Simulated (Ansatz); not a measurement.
# BOTa: the cost of one run

Method: the levels named in each step, in Ansatz 0.2.0.

## 1. Starting point

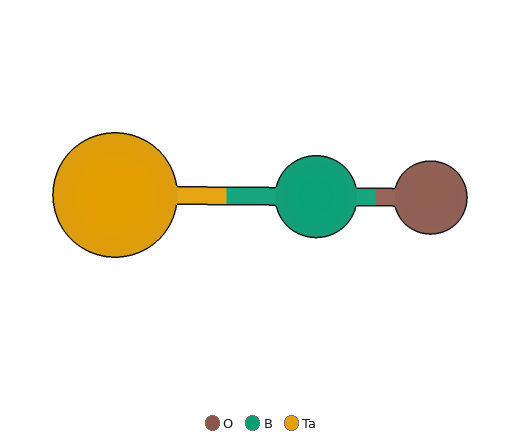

The starting structure, seen from a chosen angle (oxygen brown, boron teal, tantalum amber).

Coordinates:

```xyz
3

O     0.0000    0.0000   -1.5086
B     0.0000    0.0000   -0.3037
Ta    0.0000    0.0000    1.8122
```

## 2. A rough first relaxation, PBE-D4/def2-SVPD

input.yaml

```yaml
crystal:
  periodic: [false, false, false]
  atoms:
    - { symbol: O, position_ang: [0.0, 0.0, -1.50859] }
    - { symbol: B, position_ang: [0.0, 0.0, -0.30366] }
    - { symbol: Ta, position_ang: [0.0, 0.0, 1.81225] }
magnetization:
  spin_polarized: true
  initial_magnetization: 4
basis:
  gaussian: { orbitals: def2-SVPD }
hamiltonian:
  xc: pbe
  dispersion: d4
relax:
  f_tol: 0.03
  max_steps: 200
```

The run is started by

```console
$ ansatz run input.yaml --threads 4 --pin off --max-ram 10240MiB --backend cpu --events-out ev --progress --plain --runs-dir out
```

**Question.** How long does this run take on 4 threads of Arm Neoverse N1, shared host, and how much memory does it need?

About 17 s, with a peak of 0.18 GiB.
